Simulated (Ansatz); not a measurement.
**C2H8BN: shape, modes and thermochemistry**

Aim: relax C2H8BN from a cheap starting geometry, then compute its harmonic vibrations to see whether it is a minimum and to get the zero-point energy and entropy, and look at its orbitals and charge.

Program: Ansatz 0.2.0, Gaussian basis. Level of theory: RKS PBE0-D4/def2-TZVP. These are calculated values, not measurements.

The runs, in order: relaxation at PBE-D4/def2-SVP; relaxation at PBE0-D4/def2-TZVP; harmonic vibrations at the same level; a single point in def2-TZVPP for the fields.

**1. Starting geometry**

12 atoms, charge 0, spin multiplicity 1.

Atoms are counted from 1 here; the program's logs count them from 0.

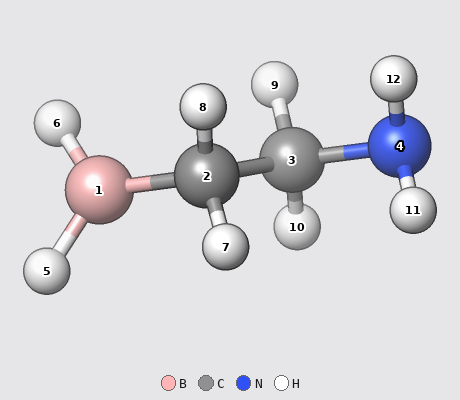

As it starts; boron pink, carbon grey, nitrogen blue, hydrogen white; atoms are numbered from 1 in the order of the file.

As a file:

```xyz
12
charge 0, multiplicity 1
B    -0.8245    1.6305   -0.1710
C    -0.6515    0.0967   -0.1356
C     0.7854   -0.2367    0.1522
N     1.1037   -1.6728    0.2058
H    -1.2679    2.1812   -1.1878
H    -0.6517    2.3511    0.7707
H    -0.9139   -0.3293   -1.1118
H    -1.2655   -0.3089    0.6472
H     1.1184    0.2140    1.1883
H     1.4783    0.1986   -0.5948
H     0.7388   -2.0935   -0.6899
H     0.4273   -2.0861    0.9607
```

The start is a force-field geometry with small random shifts, so a cheaper pass at PBE-D4/def2-SVP comes first.

**2. Optimising with PBE-D4/def2-SVP (cheap first pass)**

The input, in.yaml:

```yaml
crystal:
  periodic: [false, false, false]
  atoms:
    - {symbol: B, position_ang: [-0.824500, 1.630500, -0.171000]}
    - {symbol: C, position_ang: [-0.651500, 0.096700, -0.135600]}
    - {symbol: C, position_ang: [0.785400, -0.236700, 0.152200]}
    - {symbol: N, position_ang: [1.103700, -1.672800, 0.205800]}
    - {symbol: H, position_ang: [-1.267900, 2.181200, -1.187800]}
    - {symbol: H, position_ang: [-0.651700, 2.351100, 0.770700]}
    - {symbol: H, position_ang: [-0.913900, -0.329300, -1.111800]}
    - {symbol: H, position_ang: [-1.265500, -0.308900, 0.647200]}
    - {symbol: H, position_ang: [1.118400, 0.214000, 1.188300]}
    - {symbol: H, position_ang: [1.478300, 0.198600, -0.594800]}
    - {symbol: H, position_ang: [0.738800, -2.093500, -0.689900]}
    - {symbol: H, position_ang: [0.427300, -2.086100, 0.960700]}
basis:
  gaussian: {orbitals: def2-SVP}
hamiltonian: {xc: pbe, dispersion: d4}
relax: {f_tol: 0.03, max_steps: 200}
```

Run with:

```
$ ansatz run in.yaml --threads 2 --pin off --events-out ev --progress --plain --max-ram 4352MiB
```

The program printed, shortened:

```text
Functional definition: PBE
  name "PBE"
  cite "Perdew, Burke & Ernzerhof, Phys. Rev. Lett. 77, 3865 (1996) doi:10.1103/PhysRevLett.77.3865"
  parent pbe
[...]
1106 factors; their error is unknown
[...]
mean field -4359.99880320 eV, -160.2270007043 hartree, gradient 9.3e-6 eV, S^2 0.000000; 0 other end points of the search recorded, 0 dependent functions left out
[...]
reference -4359.99883809 eV, -160.2270019863 hartree; 16, 16 occupied and 80, 80 virtual orbitals, 1106 factors
relax step   1: F+E_penalty+E_count = -4360.17746032 eV  Δ(F+E_penalty+E_count) = +0.000e0 eV  max|allowed force component| = 1.948e0 eV/Å  Δτ_max = 0.0000 Å  (30 SCF iters, accepted)
[...]
relax step   4: F+E_penalty+E_count = -4360.47280280 eV  Δ(F+E_penalty+E_count) = -5.094e-3 eV  max|allowed force component| = 5.667e-1 eV/Å  Δτ_max = 0.0538 Å  (28 SCF iters, accepted)
[...]
relax step   7: F+E_penalty+E_count = -4360.49453192 eV  Δ(F+E_penalty+E_count) = -2.410e-3 eV  max|allowed force component| = 4.304e-1 eV/Å  Δτ_max = 0.1995 Å  (28 SCF iters, accepted)
[...]
relax step  10: F+E_penalty+E_count = -4360.51384379 eV  Δ(F+E_penalty+E_count) = +6.540e-3 eV  max|allowed force component| = 4.507e-1 eV/Å  Δτ_max = 0.1321 Å  (28 SCF iters, rejected (line search))
[...]
1106 factors; their error is unknown
mean field -4360.35273895 eV, -160.2400076031 hartree, gradient 2.8e-5 eV, S^2 0.000000; 1 other end points of the search recorded, 0 dependent functions left out
[...]
reference -4360.35277447 eV, -160.2400089085 hartree; 16, 16 occupied and 80, 80 virtual orbitals, 1106 factors
Total energy: -4360.52787583 eV, -160.2464437649 hartree
Atom 0 at    -0.897740     1.698645    -0.195743 Å, force    -0.010300    -0.005403    -0.011962 eV/Å
Atom 1 at    -0.541400     0.185916    -0.271024 Å, force    -0.004259     0.021578     0.013573 eV/Å
Atom 2 at     0.843206    -0.291982     0.208284 Å, force    -0.016351    -0.016271    -0.010690 eV/Å
Atom 3 at     1.054011    -1.732683     0.308221 Å, force     0.020550     0.009064     0.011303 eV/Å
Atom 4 at    -1.843381     2.146976    -0.820844 Å, force    -0.000778     0.001570     0.000451 eV/Å
Atom 5 at    -0.291351     2.448920     0.552677 Å, force     0.001036    -0.000891     0.002048 eV/Å
Atom 6 at    -0.829614    -0.282497    -1.239442 Å, force     0.010140     0.005690    -0.003749 eV/Å
Atom 7 at    -1.331337    -0.197142     0.439300 Å, force     0.007826    -0.000036     0.004179 eV/Å
Atom 8 at     1.058833     0.166482     1.198388 Å, force     0.000447    -0.007043     0.000801 eV/Å
Atom 9 at     1.618352     0.117628    -0.475803 Å, force     0.002151    -0.000260    -0.005566 eV/Å
Atom 10 at     0.886844    -2.172160    -0.607084 Å, force    -0.002664    -0.001573    -0.003937 eV/Å
Atom 11 at     0.350478    -2.143304     0.937070 Å, force    -0.007799    -0.006427     0.003550 eV/Å
Dipole moment:    -0.229536    -0.161262    -0.080079 e Å
```

It took 19 s on 2 threads of Arm Neoverse V2, shared host.

The steps of the relaxation: (the energy doesn't fall at every step)

```csv
step,energy from step 1 (eV),largest force component (eV/Å)
1,0.0000,1.9482
2,-0.2203,0.9948
3,-0.2902,0.3559
4,-0.2953,0.5667
5,-0.3043,0.1283
6,-0.3147,0.2009
7,-0.3171,0.4304
8,-0.3299,0.1920
9,-0.3429,0.2853
10,-0.3364,0.4507
11,-0.3489,0.0628
12,-0.3500,0.0710
13,-0.3504,0.0216
```

Close pairs (by a distance rule), those that changed most:

```csv
bond,before (Å),after (Å),change (Å)
C3–H9,1.178,1.112,-0.066
N4–H12,1.095,1.029,-0.066
C2–H8,1.074,1.129,+0.055
C2–C3,1.503,1.541,+0.038
N4–H11,1.055,1.029,-0.026
B1–H6,1.198,1.221,+0.023
B1–H5,1.238,1.219,-0.019
C2–H7,1.097,1.114,+0.017
```

**3. Optimising with PBE0-D4/def2-TZVP**

The input, in.yaml:

```yaml
crystal:
  periodic: [false, false, false]
  atoms:
    - {symbol: B, position_ang: [-0.897740, 1.698645, -0.195743]}
    - {symbol: C, position_ang: [-0.541400, 0.185916, -0.271024]}
    - {symbol: C, position_ang: [0.843206, -0.291982, 0.208284]}
    - {symbol: N, position_ang: [1.054011, -1.732683, 0.308221]}
    - {symbol: H, position_ang: [-1.843381, 2.146976, -0.820844]}
    - {symbol: H, position_ang: [-0.291351, 2.448920, 0.552677]}
    - {symbol: H, position_ang: [-0.829614, -0.282497, -1.239442]}
    - {symbol: H, position_ang: [-1.331337, -0.197142, 0.439300]}
    - {symbol: H, position_ang: [1.058833, 0.166482, 1.198388]}
    - {symbol: H, position_ang: [1.618352, 0.117628, -0.475803]}
    - {symbol: H, position_ang: [0.886844, -2.172160, -0.607084]}
    - {symbol: H, position_ang: [0.350478, -2.143304, 0.937070]}
basis:
  gaussian: {orbitals: def2-TZVP}
hamiltonian: {xc: pbe0, dispersion: d4}
relax: {f_tol: 0.005, max_steps: 150}
```

The command is unchanged.

The program printed, shortened:

```text
Functional definition: PBE0
  name "PBE0"
  cite "Adamo & Barone, J. Chem. Phys. 110, 6158 (1999) doi:10.1063/1.478522"
  cite "Perdew, Burke & Ernzerhof, Phys. Rev. Lett. 77, 3865 (1996) doi:10.1103/PhysRevLett.77.3865"
  parent pbe
[...]
1036 factors; their error is unknown
[...]
mean field -4366.04352460 eV, -160.4491401186 hartree, gradient 1.3e-5 eV, S^2 0.000000; 0 other end points of the search recorded, 0 dependent functions left out
[...]
reference -4366.04355712 eV, -160.4491413137 hartree; 16, 16 occupied and 156, 156 virtual orbitals, 1036 factors
relax step   1: F+E_penalty+E_count = -4366.18937402 eV  Δ(F+E_penalty+E_count) = +0.000e0 eV  max|allowed force component| = 6.356e-1 eV/Å  Δτ_max = 0.0000 Å  (28 SCF iters, accepted)
[...]
Atom 2 at     0.817221    -0.281653     0.224507 Å, force    -0.000384    -0.000405     0.000732 eV/Å
Atom 3 at     1.039275    -1.715633     0.296894 Å, force     0.000226    -0.000069    -0.000294 eV/Å
Atom 4 at    -1.851554     2.121842    -0.759010 Å, force    -0.001162     0.000079     0.000747 eV/Å
Atom 5 at    -0.209084     2.454402     0.437175 Å, force    -0.000469    -0.000091     0.001218 eV/Å
Atom 6 at    -0.811478    -0.257319    -1.224295 Å, force    -0.000189     0.000193     0.000115 eV/Å
Atom 7 at    -1.336804    -0.240263     0.423271 Å, force     0.000322    -0.000653     0.000250 eV/Å
Atom 8 at     1.017135     0.142372     1.213646 Å, force     0.000090    -0.000078    -0.000040 eV/Å
Atom 9 at     1.583350     0.137808    -0.435418 Å, force    -0.000146     0.000017     0.000072 eV/Å
Atom 10 at     0.905792    -2.140549    -0.613166 Å, force     0.000074     0.000152    -0.000013 eV/Å
Atom 11 at     0.365045    -2.146837     0.918441 Å, force     0.000102     0.000080    -0.000004 eV/Å
Dipole moment:    -0.247557    -0.106347    -0.092973 e Å
```

Wall time 41 s (2 threads of Arm Neoverse V2, shared host).

The steps of the relaxation: (the energy doesn't fall at every step)

```csv
step,energy from step 1 (eV),largest force component (eV/Å)
1,0.0000,0.6356
2,-0.0425,0.2352
3,-0.0467,0.1182
4,-0.0461,0.1716
5,-0.0480,0.0341
6,-0.0487,0.0291
7,-0.0488,0.0212
8,-0.0453,0.2559
9,-0.0489,0.0083
10,-0.0489,0.0110
11,-0.0489,0.0072
12,-0.0489,0.0070
13,-0.0489,0.0035
```

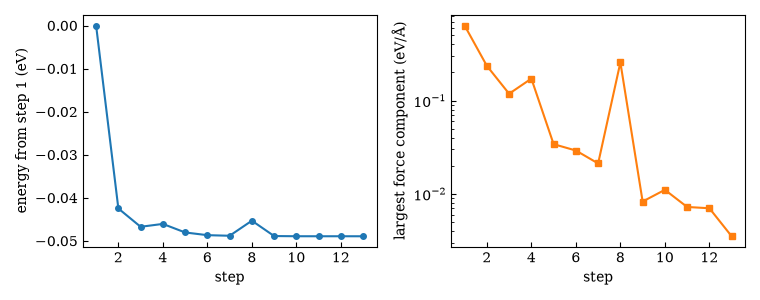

Energy and force, step by step.

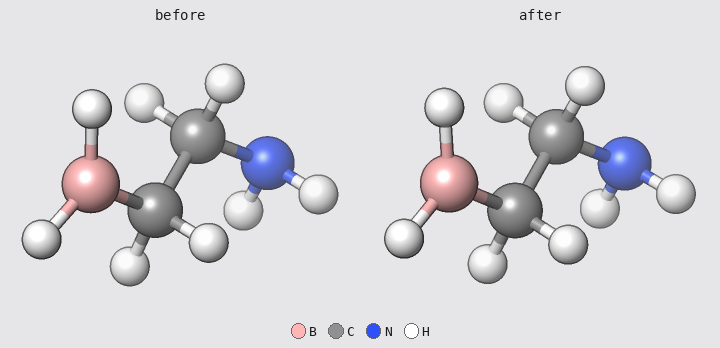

Before and after, at one scale.

Close pairs (by a distance rule), those that changed most:

```csv
bond,before (Å),after (Å),change (Å)
B1–H6,1.221,1.200,-0.021
B1–H5,1.219,1.198,-0.021
C2–H8,1.129,1.109,-0.020
C3–H9,1.112,1.095,-0.018
C3–H10,1.112,1.095,-0.017
N4–H11,1.029,1.013,-0.016
N4–H12,1.029,1.013,-0.016
C2–H7,1.114,1.098,-0.016
```

Mulliken charges of the relaxed molecule (report file):

```csv
atom,value (e)
B1,-0.06
C2,-0.27
C3,-0.10
N4,-0.48
H5,0.02
H6,0.02
H7,0.12
H8,0.12
H9,0.12
H10,0.11
H11,0.21
H12,0.21
```

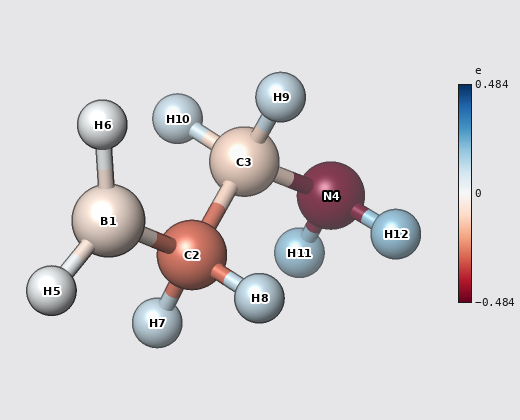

Mulliken charges of the relaxed molecule (report file), as colours on the atoms.

**4. Force constants and modes**

The input, in.yaml:

```yaml
crystal:
  periodic: [false, false, false]
  atoms:
    - {symbol: B, position_ang: [-0.882580, 1.692845, -0.199931]}
    - {symbol: C, position_ang: [-0.559417, 0.177784, -0.248113]}
    - {symbol: C, position_ang: [0.817221, -0.281653, 0.224507]}
    - {symbol: N, position_ang: [1.039275, -1.715633, 0.296894]}
    - {symbol: H, position_ang: [-1.851554, 2.121842, -0.759010]}
    - {symbol: H, position_ang: [-0.209084, 2.454402, 0.437175]}
    - {symbol: H, position_ang: [-0.811478, -0.257319, -1.224295]}
    - {symbol: H, position_ang: [-1.336804, -0.240263, 0.423271]}
    - {symbol: H, position_ang: [1.017135, 0.142372, 1.213646]}
    - {symbol: H, position_ang: [1.583350, 0.137808, -0.435418]}
    - {symbol: H, position_ang: [0.905792, -2.140549, -0.613166]}
    - {symbol: H, position_ang: [0.365045, -2.146837, 0.918441]}
basis:
  gaussian: {orbitals: def2-TZVP}
hamiltonian: {xc: pbe0, dispersion: d4}
phonons: {temperatures: {t_min: 298.15, t_max: 900, t_step: 200}}
```

The command is unchanged.

The program printed, shortened:

```text
Functional definition: PBE0
  name "PBE0"
  cite "Adamo & Barone, J. Chem. Phys. 110, 6158 (1999) doi:10.1063/1.478522"
  cite "Perdew, Burke & Ernzerhof, Phys. Rev. Lett. 77, 3865 (1996) doi:10.1103/PhysRevLett.77.3865"
  parent pbe
[...]
1036 factors; their error is unknown
[...]
mean field -4366.09165753 eV, -160.4509089712 hartree, gradient 1.2e-5 eV, S^2 0.000000; 0 other end points of the search recorded, 0 dependent functions left out
[...]
reference -4366.09168991 eV, -160.4509101609 hartree; 16, 16 occupied and 156, 156 virtual orbitals, 1036 factors
[...]
1036 factors; their error is unknown
mean field -4366.09154632 eV, -160.4509048841 hartree, gradient 1.9e-6 eV, S^2 0.000000; 0 other end points of the search recorded, 0 dependent functions left out
[...]
reference -4366.09157869 eV, -160.4509060737 hartree; 16, 16 occupied and 156, 156 virtual orbitals, 1036 factors
[...]
Atom 5 at    -0.209084     2.454402     0.437175 Å, force    -0.000454    -0.000100     0.001213 eV/Å
Atom 6 at    -0.811478    -0.257319    -1.224295 Å, force    -0.000043     0.000156     0.000151 eV/Å
Atom 7 at    -1.336804    -0.240263     0.423271 Å, force     0.000310    -0.000642     0.000284 eV/Å
Atom 8 at     1.017135     0.142372     1.213646 Å, force     0.000062    -0.000086    -0.000051 eV/Å
Atom 9 at     1.583350     0.137808    -0.435418 Å, force    -0.000151     0.000011     0.000073 eV/Å
Atom 10 at     0.905792    -2.140549    -0.613166 Å, force     0.000025     0.000168    -0.000004 eV/Å
Atom 11 at     0.365045    -2.146837     0.918441 Å, force     0.000117     0.000073     0.000030 eV/Å
Dipole moment:    -0.247556    -0.106348    -0.092974 e Å
Vibrations: 91.37 173.35 238.36 270.14 436.60 517.11 760.68 812.25 850.56 984.05 1010.44 1077.22 1111.80 1117.97 1217.62 1275.47 1306.57 1369.85 1390.47 1404.90 1482.91 1660.92 2566.48 2643.02 2941.67 3039.57 3047.84 3087.85 3514.37 3594.77 cm⁻¹, zero-point energy 2.789408 eV
```

Run time: 2.6 min. Hardware: 2 threads of Arm Neoverse V2, shared host.

Motions are named by where the mode's potential energy lies. The modes, unscaled (a negative number is an imaginary wavenumber):

```csv
mode,cm⁻¹,motion
1,91,torsion
2,173,torsion
3,238,bend
4,270,torsion
5,437,bend
6,517,torsion
7,761,bend
8,812,torsion with bend
9,851,torsion with bend
10,984,bend with B–C stretch
11,1010,torsion with bend
12,1077,C–C stretch with bend
13,1112,bend with C–N stretch
14,1118,C–N stretch with bend
15,1218,bend
16,1275,bend
17,1307,bend
18,1370,bend
19,1390,bend
20,1405,bend
21,1483,bend
22,1661,bend
23,2566,B–H stretch
24,2643,B–H stretch
25,2942,C–H stretch
26,3040,C–H stretch
27,3048,C–H stretch
28,3088,C–H stretch
29,3514,N–H stretch
30,3595,N–H stretch
```

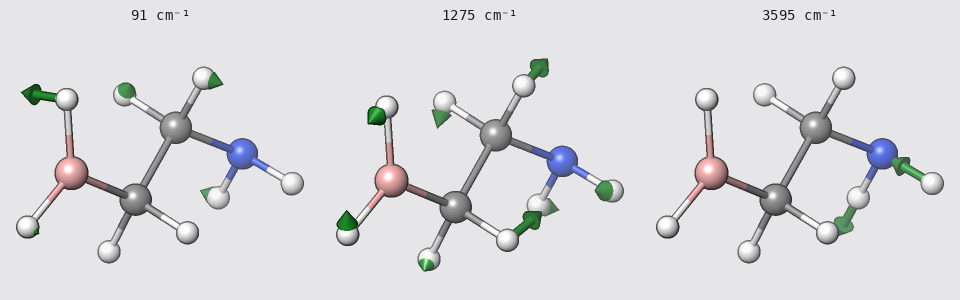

Displacements of 3 modes, as arrows.

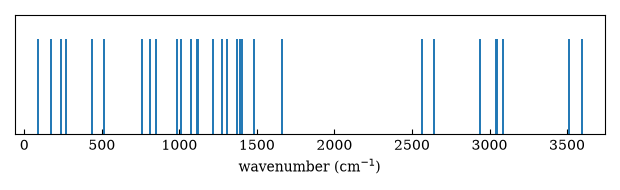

The harmonic wavenumbers as sticks (no intensities were computed).

From these modes and the moments of inertia (298.15 K, 1 bar, symmetry number 1):

```csv
term,value
zero-point energy,269.1 kJ/mol
H(298) − E,287.6 kJ/mol
"entropy, translation",159.3 J/(mol K)
"entropy, rotation",101.6 J/(mol K)
"entropy, vibration",50.4 J/(mol K)
"entropy, total",311.2 J/(mol K)
```

**5. Orbitals, density and potential**

Edit in.yaml of step 4 so:

```diff
@@ -16,4 +16,4 @@
 basis:
-  gaussian: {orbitals: def2-TZVP}
+  gaussian: {orbitals: def2-TZVPP}
 hamiltonian: {xc: pbe0, dispersion: d4}
-phonons: {temperatures: {t_min: 298.15, t_max: 900, t_step: 200}}
+output: {orbitals: {seedname: orbitals}}
```

Launched as before.

The program printed:

```text
Functional definition: PBE0
  name "PBE0"
  cite "Adamo & Barone, J. Chem. Phys. 110, 6158 (1999) doi:10.1063/1.478522"
  cite "Perdew, Burke & Ernzerhof, Phys. Rev. Lett. 77, 3865 (1996) doi:10.1103/PhysRevLett.77.3865"
  parent pbe
  parameter a = 0.25
  parameter kappa = 0.804
  parameter beta = 0.06672455060314922
  exchange = (1 - a)*pbe_x(kappa = kappa, mu = beta*pi^2/3) + a*exact_x
  correlation = pbe_c(beta = beta)
1156 factors; their error is unknown
mean field evaluation 1: about -4357.1433 eV, gradient 6.4e1 eV
mean field evaluation 2: about -4352.1531 eV, gradient 7.8e1 eV
mean field evaluation 4: about -4366.1718 eV, gradient 3.5e0 eV
mean field evaluation 8: about -4366.1970 eV, gradient 4.3e-2 eV
mean field evaluation 16: about -4366.1838 eV, gradient 2.1e-5 eV
mean field -4366.18382937 eV, -160.4542962237 hartree, gradient 2.1e-5 eV, S^2 0.000000; 0 other end points of the search recorded, 0 dependent functions left out
reference -4366.18386183 eV, -160.4542974165 hartree; 16, 16 occupied and 220, 220 virtual orbitals, 1156 factors
Total energy: -4366.33050871 eV, -160.4596865900 hartree
```

Wall time 3 s (2 threads of Arm Neoverse V2, shared host).

The fields below are evaluated on a grid from the run's orbitals.

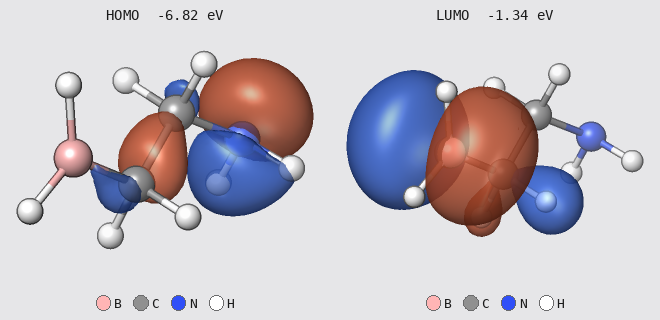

Frontier orbitals at PBE0-D4/def2-TZVPP; each surface holds 70 % of the orbital's density, blue and red mark the sign.

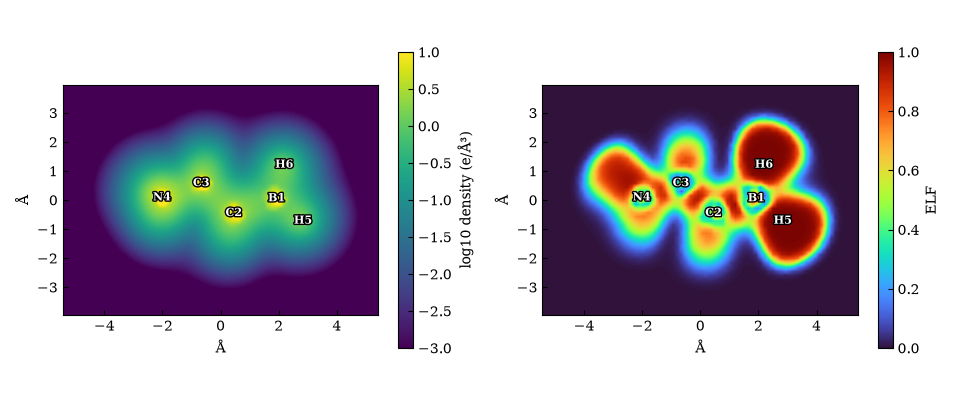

Density (left) and ELF (right) in a plane through or near 6 of the atoms.

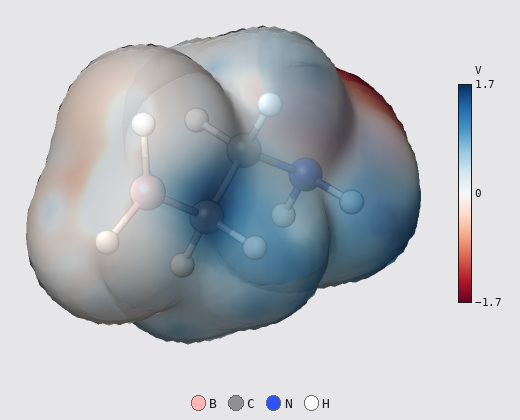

The potential that a unit positive charge feels on the 0.002 e/bohr³ surface, from the 1st to the 99th percentile, from -1.70 V near N4 to 1.46 V near B1.

**6. Summary of results**

```
                  quantity            value
               point group               C1
                     steps          13 + 13
shift from the start (rms)          0.302 Å
              total energy    -4366.2383 eV
           dispersion term         -147 meV
             dipole moment           1.37 D
lowest, highest wavenumber    91, 3595 cm⁻¹
         zero-point energy     269.1 kJ/mol
       entropy at 298.15 K  311.2 J/(mol K)
                HOMO, LUMO  -6.82, -1.34 eV
```

In words: The relaxed geometry lies 0.30 Å (rms) from the start; the bond that changed most is C3–H9, from 1.178 to 1.095 Å. No mode is imaginary: a true minimum at this level. The stiffest mode, 3595 cm⁻¹, is an N–H stretch, and 2 modes under 200 cm⁻¹ make the vibrational entropy uncertain. Harmonic hybrid wavenumbers usually lie a few per cent above measured fundamentals. The largest Mulliken charge, -0.48 e, sits on N4. The HOMO lies mostly on N4 61 %; C2 9 % and the LUMO on B1 50 %; H5, H6 about 16 % each.
